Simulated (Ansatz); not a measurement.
Band structure of GaIr (Pm-3m, 2 atoms in the cell).

```yaml
crystal:
  lattice:
    - [3.02850, 0.00000, 0.00000]
    - [0.00000, 3.02850, 0.00000]
    - [0.00000, 0.00000, 3.02850]
  atoms:
    - { symbol: Ga, position: [0.00000, 0.00000, 0.00000] }
    - { symbol: Ir, position: [0.50000, 0.50000, 0.50000] }
```

Method: PBEsol, PAW files made with PBE (plane waves; Ansatz, a quantum-chemistry and plane-wave program).

Settings: basis.ecutwfc = 30.9 Ry; kpoints.mp_grid.grid = 9 9 9; hamiltonian.xc = pbesol; hamiltonian.pseudopotentials = {kind: paw} (the program's default PAW files); scf.occupations.method = gaussian; scf.occupations.width = 0.0073 Ry; kpoints.band_path.npoints = 8.

The starting cell comes from a database of computed structures (which also holds hypothetical and non-ambient phases and stackings), without a prior relaxation at this level. Spin-orbit coupling is off. Spin polarisation is off.

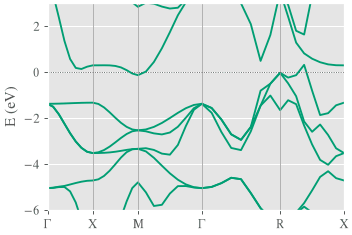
*Bands along the path, energies from the Fermi level.*

Levels in eV from the Fermi level, bands 12 to 18:
| point | 12 | 13 | 14 | 15 | 16 | 17 | 18 |
|---|---|---|---|---|---|---|---|
| Γ | -5.05 | -1.38 | -1.38 | -1.38 | 3.83 | 3.83 | 3.83 |
| X | -4.72 | -3.52 | -3.52 | -1.33 | 0.29 | 8.63 | 10.90 |
| M | -3.34 | -3.34 | -2.53 | -2.53 | -0.13 | 2.84 | 3.49 |
| R | -6.54 | -1.66 | -0.03 | -0.03 | 3.50 | 3.50 | 3.50 |

Bands cross the Fermi level along this path, so the cell is metallic at this level.

Keys are those of Ansatz 0.2.
